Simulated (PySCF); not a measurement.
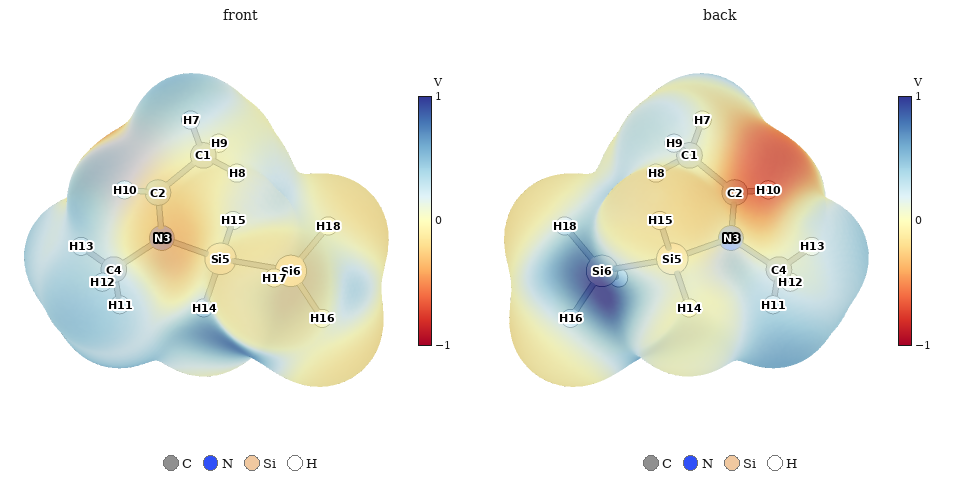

*C$_{3}$H$_{12}$NSi$_{2}$ (SMILES C[CH]N(C)[SiH2][SiH3]) (doublet). The electrostatic potential painted on the density surface at 0.001 e/bohr³, seen from the front and from behind; red is negative and blue positive.*

Geometry: GFN2-xTB.

Method: UKS B3LYP, pcH-1 on C H N Si, non-relativistic, mean-field spin-orbit, GIAO in PySCF.

```xyz
18

C    -0.8488    1.7494   -0.9899
C    -1.4341    0.4796   -0.5101
N    -0.7049   -0.6859   -0.4883
C    -1.4329   -1.8290    0.0083
Si    0.9841   -0.7765   -0.9115
Si    2.3395    0.6043    0.3533
H    -1.6198    2.5150   -1.0355
H    -0.0461    2.1179   -0.3335
H    -0.4163    1.6351   -1.9855
H    -2.3540    0.4885    0.0491
H    -0.7976   -2.7099   -0.0017
H    -1.7792   -1.6563    1.0321
H    -2.3074   -2.0231   -0.6186
H     1.2751   -2.2065   -0.7432
H     1.1033   -0.5167   -2.3636
H     3.6033   -0.0468    0.7160
H     1.7293    1.0214    1.6231
H     2.6979    1.8458   -0.3414
```

**Describe the electrostatic potential map.**

The most negative region (about −0.7 V) lies over C2 and N3, the most positive (about +0.9 V) over Si5 and Si6.
